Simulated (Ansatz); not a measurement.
One crystal and one scan (scan of one atom of the cell) at two levels, PBE (plane waves to 420 eV, PAW, scalar-relativistic; Ansatz, a first-principles code) and r2SCAN (plane waves to 500 eV, PAW, scalar-relativistic; Ansatz), each from its own relaxed cell and on its own mesh. The cell shown is that of PBE.

Relaxed Te (trigonal-Te type, space group P3_121):

```xyz
3
Lattice="4.5211 0.0000 0.0000 -2.2606 3.9154 0.0000 0.0000 0.0000 5.9549" Properties=species:S:1:pos:R:3 pbc="T T T"
Te     1.2122     0.0000     1.9850
Te    -0.6061     1.0498     3.9699
Te     1.6544     2.8656     0.0000
```

In this cell atom 2 (Te, nearest neighbour Te at 2.889 Å; its periodic images, 4.5 Å or more away, move with it) is moved by s along Cartesian [111], unit vector (0.577, 0.577, 0.577); all other atoms and the cell stay fixed.

Energies are smeared free energies. Spin-orbit coupling is left out, though Te is heavy. Te was relaxed with its symmetry unable to fall. The PAW data are Ansatz's earlier set. As the smearing reaches across the gap at some points, energies and forces of such displacements shift with the k mesh and the smearing. Percentages come from the unrounded values.

```
quantity                                                            PBE  r2SCAN     PBE − r2SCAN
----------------------------------------------------------------  -----  ------  ---------------
Lattice constant a (Å)                                            4.521   4.624  -0.103 (-2.2 %)
Lattice constant c (Å)                                            5.955   5.904  +0.051 (+0.9 %)
Relaxed volume (Å³/atom)                                          35.14   36.44   -1.30 (-3.6 %)
Band gap of the relaxed cell, no spin-orbit coupling (eV)          0.23    0.54    -0.31 (-57 %)
Force constant k = d²E/ds² at s = 0 (finite differences) (eV/Å²)   2.57    2.79     -0.22 (-8 %)
```

PBE gives the higher value for: lattice constant c. PBE gives the lower value for: lattice constant a; relaxed volume; band gap of the relaxed cell, no spin-orbit coupling; force constant k = d²E/ds² at s = 0. Both give the same shape of the curve: a single well with its minimum at or next to zero displacement.

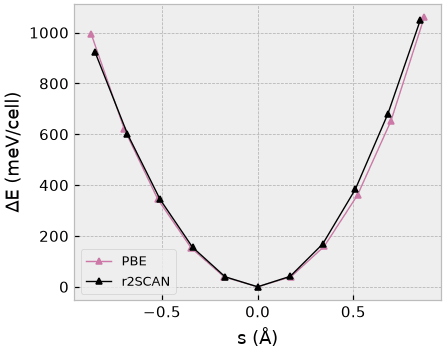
*ΔE, each from the undisplaced structure of its own level.*

(A displaced cell: forces are minus the slopes of the energy, force constants its curvatures, and phonons follow from these.)
